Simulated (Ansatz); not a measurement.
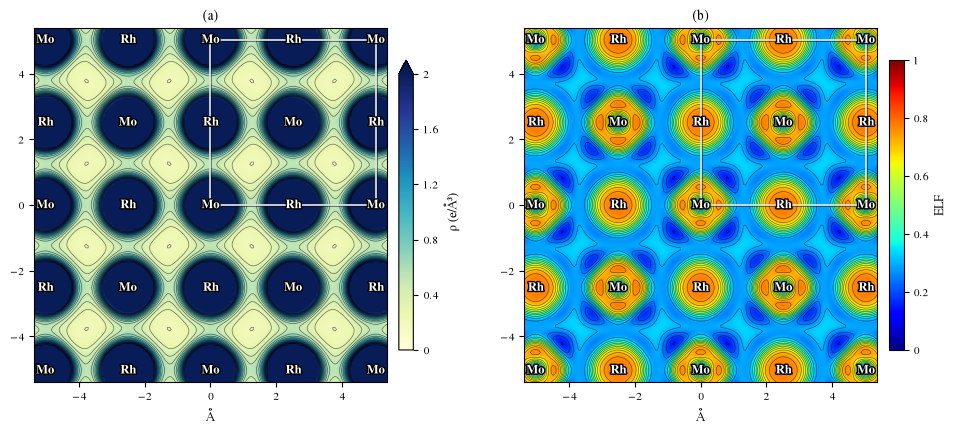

*Mo$_{4}$Rh$_{3}$. (a) valence charge density (pseudo); (b) electron localisation function on the (010) plane of the conventional cell.*

Space group Pm-3m; a structure generated by program, which may or may not match a known phase; computed without spin polarisation.

Method: Ansatz 0.2.0, DFT PBE, scalar-relativistic, plane waves, PAW.

In a PAW calculation such maps are meaningful between the atoms, not at the nuclei.

### What do the fields say about this system?

- The plane passes through Mo and Rh nuclei.
- Mo–Rh (2.52 Å): ρ at the midpoint is about 0.53 e/Å³; the ELF is about 0.30 at the midpoint: no localised pair shows between them.
- Between the atoms the lowest density in this plane is 0.2 e/Å³.
- The features right at Mo and Rh lie inside the PAW spheres, where the map follows smoothed inner orbitals and isn't to be read closely.
